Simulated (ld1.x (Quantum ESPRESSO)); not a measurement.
**Pseudopotential generation for fluorine: TM, PBEsol**

Task: generate the file, and judge it by its errors in other configurations, its logarithmic derivatives, its ghosts and its cutoff.

Program: ld1.x (Quantum ESPRESSO) 7.5. Reference atom: PBEsol, scalar-relativistic, spherical and spin-unpolarised. All values are calculated.

## (1) The atom and the settings

The settings as typed:

```
element                 : fluorine (F, Z = 9)
type                    : norm-conserving Troullier–Martins (Kleinman–Bylander form)
frozen core             : [He]
valence charge          : 7
reference configuration : 2s2 2p4 (charge +1)
partial waves           : 2p (bound): rc 0.80 bohr; 3d channel at 0.05 Ry: rc 0.60 bohr; 2s (bound): rc 0.80 bohr
local potential         : the s channel
core correction         : a·sin(br)/r model core inside 0.50 bohr
```

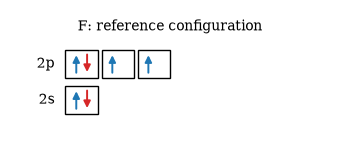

The outer shells as boxes. The arrows follow Hund's rule for the drawing; the calculation itself is spin-unpolarised.

## (2) Generation

F.in reads:

```
 &input
   title='F', zed=9., rel=1, dft='PBESOL', iswitch=3,
   config='[He] 2s2 2p4 3d-2',
   nld=3, rlderiv=0.90, eminld=-5.0, emaxld=5.0, deld=0.02
 /
 &inputp
   pseudotype=2, tm=.true., lloc=0,
   nlcc=.true., rcore=0.50,
   file_pseudopw='F.UPF', file_wfcaegen='ae.wfc', file_wfcncgen='nc.wfc', file_beta='beta', file_chi='chi'
 /
3
2P  2  1   4.00   0.00  0.80  0.80  0.0
3D  3  2  -2.00   0.05  0.60  0.60  0.0
2S  1  0   2.00   0.00  0.80  0.80  0.0
 &test
   configts(1)='2s2 2p4'
 /
```

Run with:

```bash
$ ld1.x < F.in > F.out
```

What the program wrote to F.out (without the banner and most projector matrices):

```text
     Program LD1 v.7.5
     --------------------------- All-electron run ----------------------------

     F
     scalar relativistic calculation

     atomic number is  9.00
     dft =PBESOL   lsd =0 sic =0 latt =0  beta=0.20 tr2=1.0E-14
     Exchange-correlation= PBESOL
                           (   1   4  10   8   0   0   0)
     mesh =1105 r(mesh) =  99.76081 a.u. xmin = -7.00 dx = 0.01250
     1 Ry =  13.60569312 eV, c = 137.03599908

     n l     nl                  e(Ry)          e(Ha)          e(eV)
     1 0     1S 1( 2.00)       -50.1174       -25.0587      -681.8816
     2 0     2S 1( 2.00)        -3.4678        -1.7339       -47.1822
     2 1     2P 1( 4.00)        -2.0741        -1.0371       -28.2200

     final scf error:  2.5E-15 reached in  17 iterations

     Etot =    -197.476466 Ry,     -98.738233 Ha,   -2686.804198 eV

     Ekin =     197.298425 Ry,      98.649212 Ha,    2684.381824 eV
     Encl =    -463.611935 Ry,    -231.805968 Ha,   -6307.761717 eV
     Eh   =      87.637236 Ry,      43.818618 Ha,    1192.365337 eV
     Exc  =     -18.800192 Ry,      -9.400096 Ha,    -255.789640 eV

     normalization and overlap integrals

     s(1S/1S) =  1.000000  <r> =   0.1766  <r2> =    0.0421  r(max) =   0.1139
     s(2S/2S) =  1.000000  <r> =   0.9634  <r2> =    1.1181  r(max) =   0.7522
     s(2P/2P) =  1.000000  <r> =   0.9833  <r2> =    1.2434  r(max) =   0.6806

     ------------------------ End of All-electron run ------------------------

     --------------------- Generating NC pseudopotential ---------------------

      Generating local pot.: lloc=0, matching radius rcloc =   0.8000

      Computing core charge for nlcc:

       r > 0.50 : true rho core
       r < 0.50 : rho core = a sin(br)/r    a=   1.39  b=   5.47

      Integrated core pseudo-charge :   0.16

      Wfc   2P  rcut= 0.801  Using Troullier-Martins method

      Wfc   3D  rcut= 0.593  Using Troullier-Martins method

     ------------------- End of pseudopotential generation -------------------

     [... the all-electron block is printed once more ...]


     Computing logarithmic derivative in   0.90172
     Computing logarithmic derivative in   0.90172
     Computing the partial wave expansion
       no projector for channel:   0
     R is outside the sphere for l=    1 j= 0.00
     R is outside the sphere for l=    2 j= 0.00

     ---------------------- Testing the pseudopotential ----------------------

     F
     scalar relativistic calculation

     atomic number is  9.00   valence charge is  7.00
     dft =PBESOL   lsd =0 sic =0 latt =0  beta=0.20 tr2=1.0E-14
     mesh =1105 r(mesh) =  99.76081 xmin = -7.00 dx = 0.01250

     n l     nl             e AE (Ry)        e PS (Ry)    De AE-PS (Ry)
     1 0     2S   1( 2.00)       -3.46782       -3.46789        0.00007
     2 1     2P   1( 4.00)       -2.07413       -2.07416        0.00003

     eps = 3.0E-15  iter =  8

     Etot =    -197.476466 Ry,     -98.738233 Ha,   -2686.804198 eV
     Etotps =   -46.946826 Ry,     -23.473413 Ha,    -638.744101 eV

     Ekin =      34.169696 Ry,      17.084848 Ha,     464.902401 eV
     Encl =     -90.049423 Ry,     -45.024711 Ha,   -1225.184812 eV
     Ehrt =      33.812104 Ry,      16.906052 Ha,     460.037115 eV
     Ecxc =      -8.192508 Ry,      -4.096254 Ha,    -111.464746 eV
     (Ecc =      -0.178741 Ry,      -0.089370 Ha,      -2.431891 eV)
     Epseu=     -16.686696 Ry,      -8.343348 Ha,    -227.034059 eV

     ---------------------- End of pseudopotential test ----------------------
```

It took 0.78 s on 1 thread of Neoverse-V1, shared host. This counts the later configuration tests of the new file too.

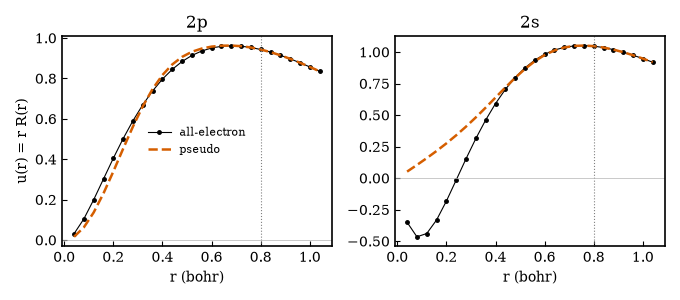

All-electron and pseudo partial waves (2p, 2s), with the matching radii dotted. The curves join 26 sampled radii.

## (3) Testing the new file in other configurations

F.test.in reads:

```
 &input
   title='F', zed=9., rel=1, dft='PBESOL', iswitch=2,
   config='[He] 2s2 2p4 3d-2'
 /
 &test
   file_pseudo='F.UPF', nconf=8,
   configts(1)='2s2 2p4',
   configts(2)='2s2 2p5',
   configts(3)='2s2 2p3',
   configts(4)='2s2 2p2',
   configts(5)='2s2 2p1',
   configts(6)='2s2 2p5.3',
   configts(7)='2s2 2p4.5',
   configts(8)='2s1 2p6'
 /
```

Run with:

```bash
$ ld1.x < F.test.in > F.test.out
```

F.test.out, the pseudopotential blocks:

```text
     ---------------------- Testing the pseudopotential ----------------------

     F
     scalar relativistic calculation

     atomic number is  9.00   valence charge is  7.00
     dft =PBESOL   lsd =0 sic =0 latt =0  beta=0.20 tr2=1.0E-14
     mesh =1105 r(mesh) =  99.76081 xmin = -7.00 dx = 0.01250

     n l     nl             e AE (Ry)        e PS (Ry)    De AE-PS (Ry)
     1 0     2S   1( 2.00)       -3.46782       -3.46789        0.00007
     2 1     2P   1( 4.00)       -2.07413       -2.07416        0.00003

     eps = 9.5E-15  iter =  8

     Etot =    -197.476466 Ry,     -98.738233 Ha,   -2686.804198 eV
     Etotps =   -46.946826 Ry,     -23.473413 Ha,    -638.744104 eV

     Ekin =      34.169696 Ry,      17.084848 Ha,     464.902399 eV
     Encl =     -90.049423 Ry,     -45.024711 Ha,   -1225.184813 eV
     Ehrt =      33.812104 Ry,      16.906052 Ha,     460.037115 eV
     Ecxc =      -8.192508 Ry,      -4.096254 Ha,    -111.464746 eV
     (Ecc =      -0.178741 Ry,      -0.089370 Ha,      -2.431891 eV)
     Epseu=     -16.686696 Ry,      -8.343348 Ha,    -227.034059 eV

     ---------------------- End of pseudopotential test ----------------------

     ---------------------- Testing the pseudopotential ----------------------

     F
     scalar relativistic calculation

     atomic number is  9.00   valence charge is  7.00
     dft =PBESOL   lsd =0 sic =0 latt =0  beta=0.20 tr2=1.0E-14
     mesh =1105 r(mesh) =  99.76081 xmin = -7.00 dx = 0.01250

     n l     nl             e AE (Ry)        e PS (Ry)    De AE-PS (Ry)
     1 0     2S   1( 2.00)       -2.18441       -2.18415       -0.00026
     2 1     2P   1( 5.00)       -0.81228       -0.81236        0.00008

     eps = 2.7E-15  iter =  9

     Etot =    -198.896219 Ry,     -99.448109 Ha,   -2706.120914 eV
     Etotps =   -48.366770 Ry,     -24.183385 Ha,    -658.063429 eV
     dEtot_ae =      -1.419752 Ry
     dEtot_ps =      -1.419944 Ry,   Delta E=       0.000192 Ry

     Ekin =      36.487817 Ry,      18.243908 Ha,     496.442037 eV
     Encl =    -100.120202 Ry,     -50.060101 Ha,   -1362.204740 eV
     Ehrt =      42.350154 Ry,      21.175077 Ha,     576.203201 eV
     Ecxc =      -9.210826 Ry,      -4.605413 Ha,    -125.319673 eV
     (Ecc =      -0.178741 Ry,      -0.089370 Ha,      -2.431891 eV)
     Epseu=     -17.873713 Ry,      -8.936857 Ha,    -243.184254 eV

     ---------------------- End of pseudopotential test ----------------------

     ---------------------- Testing the pseudopotential ----------------------

     F
     scalar relativistic calculation

     atomic number is  9.00   valence charge is  7.00
     dft =PBESOL   lsd =0 sic =0 latt =0  beta=0.20 tr2=1.0E-14
     mesh =1105 r(mesh) =  99.76081 xmin = -7.00 dx = 0.01250

     n l     nl             e AE (Ry)        e PS (Ry)    De AE-PS (Ry)
     1 0     2S   1( 2.00)       -4.97983       -4.97984        0.00001
     2 1     2P   1( 3.00)       -3.59242       -3.59118       -0.00123

     eps = 1.7E-15  iter = 11

     Etot =    -194.663071 Ry,     -97.331535 Ha,   -2648.526005 eV
     Etotps =   -44.133721 Ry,     -22.066860 Ha,    -600.469861 eV
     dEtot_ae =       2.813395 Ry
     dEtot_ps =       2.813105 Ry,   Delta E=       0.000290 Ry

     Ekin =      30.144301 Ry,      15.072151 Ha,     410.134110 eV
     Encl =     -77.966324 Ry,     -38.983162 Ha,   -1060.785880 eV
     Ehrt =      25.117978 Ry,      12.558989 Ha,     341.747503 eV
     Ecxc =      -6.948820 Ry,      -3.474410 Ha,     -94.543513 eV
     (Ecc =      -0.178741 Ry,      -0.089370 Ha,      -2.431891 eV)
     Epseu=     -14.480856 Ry,      -7.240428 Ha,    -197.022080 eV

     ---------------------- End of pseudopotential test ----------------------

     ---------------------- Testing the pseudopotential ----------------------

     F
     scalar relativistic calculation

     atomic number is  9.00   valence charge is  7.00
     dft =PBESOL   lsd =0 sic =0 latt =0  beta=0.20 tr2=1.0E-14
     mesh =1105 r(mesh) =  99.76081 xmin = -7.00 dx = 0.01250

     n l     nl             e AE (Ry)        e PS (Ry)    De AE-PS (Ry)
     1 0     2S   1( 2.00)       -6.68351       -6.68196       -0.00155
     2 1     2P   1( 2.00)       -5.33500       -5.32896       -0.00605  !

     eps = 1.6E-15  iter =  8

     Etot =    -190.217225 Ry,     -95.108612 Ha,   -2588.037187 eV
     Etotps =   -39.690896 Ry,     -19.845448 Ha,    -540.022157 eV
     dEtot_ae =       7.259241 Ry
     dEtot_ps =       7.255929 Ry,   Delta E=       0.003312 Ry

     Ekin =      24.256190 Ry,      12.128095 Ha,     330.022282 eV
     Encl =     -64.301656 Ry,     -32.150828 Ha,    -874.868602 eV
     Ehrt =      16.965198 Ry,       8.482599 Ha,     230.823275 eV
     Ecxc =      -5.546154 Ry,      -2.773077 Ha,     -75.459270 eV
     (Ecc =      -0.178741 Ry,      -0.089370 Ha,      -2.431891 eV)
     Epseu=     -11.064474 Ry,      -5.532237 Ha,    -150.539841 eV

     ---------------------- End of pseudopotential test ----------------------

     ---------------------- Testing the pseudopotential ----------------------

     F
     scalar relativistic calculation

     atomic number is  9.00   valence charge is  7.00
     dft =PBESOL   lsd =0 sic =0 latt =0  beta=0.20 tr2=1.0E-14
     mesh =1105 r(mesh) =  99.76081 xmin = -7.00 dx = 0.01250

     n l     nl             e AE (Ry)        e PS (Ry)    De AE-PS (Ry)
     1 0     2S   1( 2.00)       -8.55411       -8.54727       -0.00684  !
     2 1     2P   1( 1.00)       -7.27887       -7.25991       -0.01896  !

     eps = 3.8E-15  iter =  8

     Etot =    -183.926283 Ry,     -91.963141 Ha,   -2502.444558 eV
     Etotps =   -33.411289 Ry,     -16.705644 Ha,    -454.583739 eV
     dEtot_ae =      13.550184 Ry
     dEtot_ps =      13.535537 Ry,   Delta E=       0.014647 Ry

     Ekin =      16.383103 Ry,       8.191552 Ha,     222.903474 eV
     Encl =     -49.389729 Ry,     -24.694865 Ha,    -671.981501 eV
     Ehrt =       9.914283 Ry,       4.957142 Ha,     134.890699 eV
     Ecxc =      -4.047950 Ry,      -2.023975 Ha,     -55.075168 eV
     (Ecc =      -0.178741 Ry,      -0.089370 Ha,      -2.431891 eV)
     Epseu=      -6.270996 Ry,      -3.135498 Ha,     -85.321243 eV

     ---------------------- End of pseudopotential test ----------------------

     ---------------------- Testing the pseudopotential ----------------------

     F
     scalar relativistic calculation

     atomic number is  9.00   valence charge is  7.00
     dft =PBESOL   lsd =0 sic =0 latt =0  beta=0.20 tr2=1.0E-14
     mesh =1105 r(mesh) =  99.76081 xmin = -7.00 dx = 0.01250

     n l     nl             e AE (Ry)        e PS (Ry)    De AE-PS (Ry)
     1 0     2S   1( 2.00)       -1.85443       -1.85408       -0.00036
     2 1     2P   1( 5.30)       -0.49277       -0.49281        0.00004

     eps = 3.7E-15  iter =  9

     Etot =    -199.091187 Ry,     -99.545594 Ha,   -2708.773594 eV
     Etotps =   -48.561775 Ry,     -24.280887 Ha,    -660.716604 eV
     dEtot_ae =      -1.614721 Ry
     dEtot_ps =      -1.614949 Ry,   Delta E=       0.000228 Ry

     Ekin =      36.874610 Ry,      18.437305 Ha,     501.704622 eV
     Encl =    -102.650584 Ry,     -51.325292 Ha,   -1396.632341 eV
     Ehrt =      44.732765 Ry,      22.366382 Ha,     608.620273 eV
     Ecxc =      -9.458702 Ry,      -4.729351 Ha,    -128.692191 eV
     (Ecc =      -0.178741 Ry,      -0.089370 Ha,      -2.431891 eV)
     Epseu=     -18.059864 Ry,      -9.029932 Ha,    -245.716967 eV

     ---------------------- End of pseudopotential test ----------------------

     ---------------------- Testing the pseudopotential ----------------------

     F
     scalar relativistic calculation

     atomic number is  9.00   valence charge is  7.00
     dft =PBESOL   lsd =0 sic =0 latt =0  beta=0.20 tr2=1.0E-14
     mesh =1105 r(mesh) =  99.76081 xmin = -7.00 dx = 0.01250

     n l     nl             e AE (Ry)        e PS (Ry)    De AE-PS (Ry)
     1 0     2S   1( 2.00)       -2.79410       -2.79401       -0.00009
     2 1     2P   1( 4.50)       -1.40819       -1.40831        0.00012

     eps = 6.2E-15  iter =  8

     Etot =    -198.344238 Ry,     -99.172119 Ha,   -2698.610838 eV
     Etotps =   -47.814697 Ry,     -23.907348 Ha,    -650.552090 eV
     dEtot_ae =      -0.867772 Ry
     dEtot_ps =      -0.867871 Ry,   Delta E=       0.000099 Ry

     Ekin =      35.531945 Ry,      17.765973 Ha,     483.436744 eV
     Encl =     -95.371077 Ry,     -47.685539 Ha,   -1297.589612 eV
     Ehrt =      38.154636 Ry,      19.077318 Ha,     519.120269 eV
     Ecxc =      -8.734784 Ry,      -4.367392 Ha,    -118.842787 eV
     (Ecc =      -0.178741 Ry,      -0.089370 Ha,      -2.431891 eV)
     Epseu=     -17.395417 Ry,      -8.697708 Ha,    -236.676704 eV

     ---------------------- End of pseudopotential test ----------------------

     ---------------------- Testing the pseudopotential ----------------------

     F
     scalar relativistic calculation

     atomic number is  9.00   valence charge is  7.00
     dft =PBESOL   lsd =0 sic =0 latt =0  beta=0.20 tr2=1.0E-14
     mesh =1105 r(mesh) =  99.76081 xmin = -7.00 dx = 0.01250

     n l     nl             e AE (Ry)        e PS (Ry)    De AE-PS (Ry)
     1 0     2S   1( 1.00)       -2.22012       -2.21828       -0.00184
     2 1     2P   1( 6.00)       -0.84401       -0.84417        0.00016

     eps = 3.9E-15  iter = 11

     Etot =    -197.522087 Ry,     -98.761043 Ha,   -2687.424895 eV
     Etotps =   -46.993809 Ry,     -23.496905 Ha,    -639.383347 eV
     dEtot_ae =      -0.045620 Ry
     dEtot_ps =      -0.046984 Ry,   Delta E=       0.001363 Ry

     Ekin =      40.973961 Ry,      20.486980 Ha,     557.479137 eV
     Encl =     -99.419022 Ry,     -49.709511 Ha,   -1352.664702 eV
     Ehrt =      42.107237 Ry,      21.053618 Ha,     572.898144 eV
     Ecxc =      -9.170011 Ry,      -4.585005 Ha,    -124.764352 eV
     (Ecc =      -0.178741 Ry,      -0.089370 Ha,      -2.431891 eV)
     Epseu=     -21.485974 Ry,     -10.742987 Ha,    -292.331575 eV

     ---------------------- End of pseudopotential test ----------------------
```

The tests as a table, with energies relative to 2s2 2p4.

```tsv
valence configuration	charge	ΔE all-electron (eV)	error AE − PS (meV)
2s2 2p5	0	-19.317	+2.6
2s2 2p3	+2	38.278	+3.9
2s2 2p2	+3	98.767	+45
2s2 2p1	+4	184.360	+199
2s2 2p5.3	-0.3	-21.969	+3.1
2s2 2p4.5	+0.5	-11.807	+1.3
2s1 2p6	0	-0.621	+19
```

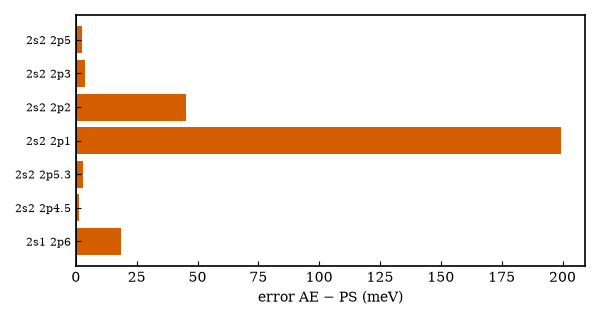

Error of the potential in each test configuration.

## (4) Logarithmic derivatives

Taken from the files of the generation run. The phase is arctan(r·u′/u) with u = r·R, unwrapped, with energies in Ry. A pole is an energy at which the radial function vanishes at the test radius. The pseudo phase is shifted by a multiple of π to meet the all-electron one at the reference energy. Levels narrower than the energy grid can be missing from the poles. The last column is the largest difference on the grid between −1 and +1 Ry.

| channel | radius (bohr) | reference (Ry) | poles AE | poles PS | window around the reference with phases within 0.05 rad (Ry) | largest difference near zero (rad) |
| --- | --- | --- | --- | --- | --- | --- |
| s | 0.90 | -3.47 | none | none | the whole range | 0.004 |
| p | 0.90 | -2.07 | none | none | the whole range | 0.001 |
| d | 0.90 | 0.05 | none | none | the whole range | 0.000 |

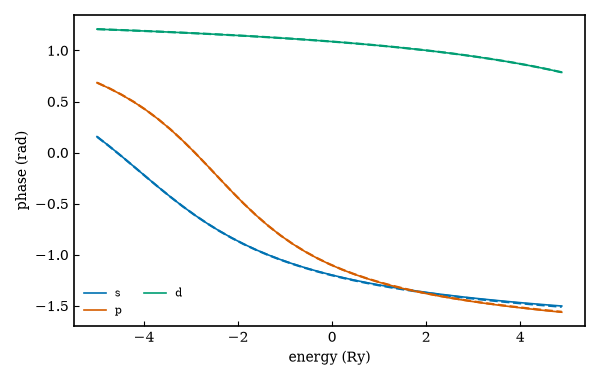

Phases by channel: all-electron solid, pseudo dashed.

## (5) Plane-wave convergence, by spherical Bessel functions

This step uses the generator's waves and projectors in a separate script. Basis: spherical Bessel functions vanishing at 20 bohr, q² up to the cutoff; potential fixed at the reference.

All-electron valence levels (Ry): 2p -2.0741, 2s -3.4678. The lowest levels of each channel (Ry) by cutoff; the last column sums, over occupied levels, occupation times the distance from the level at 400 Ry. A positive value at high cutoff is not a bound level.

```csv
cutoff (Ry),p #1,d #1,s #1,f #1,Σ f·Δε (mRy)
8,-0.7957,-0.1242,-3.1544,-0.0413,5741.3
18,-1.1487,-0.1245,-3.2533,-0.0413,4131.1
35,-1.5153,-0.1246,-3.3231,-0.0413,2525.3
55,-1.7508,-0.1246,-3.4220,-0.0413,1385.5
90,-1.9765,-0.1246,-3.4618,-0.0413,402.9
140,-2.0653,-0.1246,-3.4636,-0.0413,44.2
180,-2.0733,-0.1246,-3.4662,-0.0413,7.0
230,-2.0737,-0.1246,-3.4677,-0.0413,2.5
300,-2.0740,-0.1246,-3.4678,-0.0413,1.0
400,-2.0742,-0.1246,-3.4679,-0.0413,0.0
```

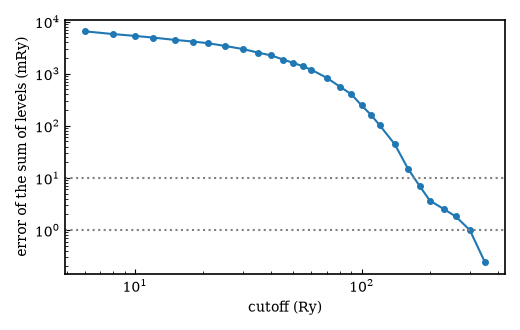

Occupation-weighted error of the valence levels against the cutoff; the dotted lines mark 10 and 1 mRy.

The sum stays within 10 mRy from 180 Ry and within 1 mRy from 300 Ry. The sum leaves out empty levels, which can need more. Ghost test: no level below the all-electron spectrum of its channel (p, d, s, f tested).

## (6) Summary of results

```
                                                quantity                  value
               cutoffs for 10 and 1 mRy, occupied levels      180 Ry and 300 Ry
                                            bound ghosts             none found
                            largest test error (AE − PS)  +199 meV, for 2s2 2p1
largest phase difference near zero energy, channels read              0.004 rad
```

**Reading.** The worst unpolarised test, 2s2 2p1, is off by 199 meV on 184.4 eV; by total energies transferability rates as fair for so large an energy. That test lies far up in energy; among those under 40 eV, nearer to bonding, the largest error is 19 meV. The potential is very hard: the looser tolerance needs 180 Ry. The Bessel-basis test finds no level below the valence levels. Near zero energy the phases of the channels with partial waves agree within 0.004 rad.
